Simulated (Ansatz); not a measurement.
# BeTlI3: complex band structure

Wanted: the relaxed cell of BeTlI3, its band edges and its decay constants. It is built by putting Be for Ca in the CaTlI3 structure of space group Cmcm, with the volume rescaled by atomic radii. The parent structure comes from the Materials Project.

Main program and level: Ansatz 0.2.0; LDA DFT, plane waves, PAW files, in the first sound run; inputs show where later runs differ.

The structure was built from a prototype and need not be the compound's stable phase.

### 1. Starting point

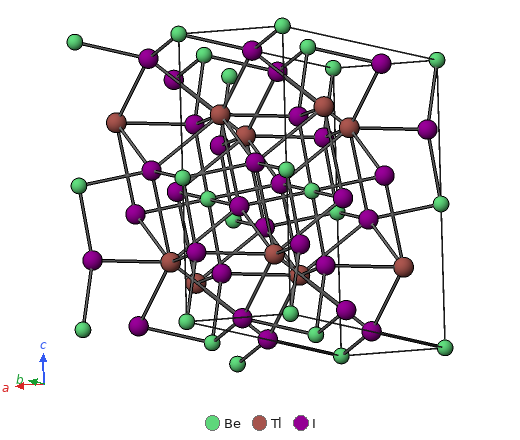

The starting structure, seen from a free direction (beryllium green, thallium brown, iodine purple). 2×1×1 cells are drawn. This picture shows the conventional cell, with its axes. Some periodic images of atoms are drawn too.

Coordinates:

```cif
data_structure
_symmetry_space_group_name_H-M 'Cmcm'
_symmetry_Int_Tables_number 63
_cell_length_a 4.2805
_cell_length_b 14.1865
_cell_length_c 10.8929
_cell_angle_alpha 90.000
_cell_angle_beta 90.000
_cell_angle_gamma 90.000
_cell_volume 661.47
loop_
_atom_site_label
_atom_site_type_symbol
_atom_site_symmetry_multiplicity
_atom_site_Wyckoff_symbol
_atom_site_fract_x
_atom_site_fract_y
_atom_site_fract_z
_atom_site_occupancy
Be1 Be 4 a 0.00000 0.00000 0.50000 1
Tl1 Tl 4 c 0.50000 0.24464 0.75000 1
I1 I 8 f 0.00000 0.36318 0.55550 1
I2 I 4 c 0.00000 0.07488 0.75000 1
```

### 2. Relaxing the new crystal

The substituted atoms don't fit the parent's cell, so cell and atoms relax together. A small smearing keeps the run stable in case the gap closes on the way.

input.yaml

```yaml
crystal:
  lattice:
    - [2.1402442742, -7.0932717308, 0.0]
    - [2.1402442742, 7.0932717308, 0.0]
    - [0.0, 0.0, 10.8928511402]
  atoms:
    - { symbol: Be, position: [0.0, 0.0, 0.0] }
    - { symbol: Be, position: [0.0, 0.0, 0.5] }
    - { symbol: Tl, position: [0.25535893, 0.74464107, 0.25] }
    - { symbol: Tl, position: [0.74464107, 0.25535893, 0.75] }
    - { symbol: I, position: [0.63682255, 0.36317745, 0.05550289] }
    - { symbol: I, position: [0.36317745, 0.63682255, 0.94449711] }
    - { symbol: I, position: [0.36317745, 0.63682255, 0.55550289] }
    - { symbol: I, position: [0.63682255, 0.36317745, 0.44449711] }
    - { symbol: I, position: [0.92511651, 0.07488349, 0.25] }
    - { symbol: I, position: [0.07488349, 0.92511651, 0.75] }
kpoints:
  mp_grid: { grid: [6, 6, 2] }
scf:
  occupations: { method: gaussian, width: 0.03 }
hamiltonian:
  xc: lda
output:
  forces: true
  stress: true
relax:
  f_tol: 0.02
  max_steps: 60
  cell: {}
```

Started as:

```
> ansatz run input.yaml --threads 2 --pin off --max-ram 4096MiB --backend cpu --events-out ev --progress --plain --runs-dir out
```

The runs that follow: the bulk crystal and its band edges; complex bands; decay over the two-dimensional zone; band edges at another level, cutoff 1197.3 eV; complex bands at another level; A repeat with changed settings. Settings of the main run: plane (001), cutoff 420 eV, 6×6×2 k-mesh, gap between the searched band edges 1.6354 eV.

Before running: what should come out for the least decay constant at mid-gap, normal to (001)?

With LDA, the slowest decay at the wavevectors tried is κ = 0.190 Å⁻¹, normal to (001). Through such a film the transmission near mid-gap falls as exp(−2κd), a factor of ten every 6.0 Å. A free electron under a barrier of half the gap would need a mass of 0.17 mₑ to decay at this rate. The compound is made up by substitution; its stability against other phases and against distortions of the cell's symmetry was not tested.

```
band gap                                         : 1.64 eV
least decay constant at mid-gap, normal to (001) : 0.190 Å⁻¹
least decay constant on a mesh, normal to (001)  : 0.191 Å⁻¹
```

A semilocal functional narrows gaps, while spin-orbit coupling, left out here, narrows them in compounds of heavy elements, so the error in κ can go either way.

[Logs are printed without paths, hosts, clocks, repeated set-up lines and the standing remarks that a program may print on its own settings, such as how far it seeks lower states.]

[Hosts, paths, dates, database ids (printed as entryN), source tags and the programs' standing remarks are cut or masked in the printed files.]
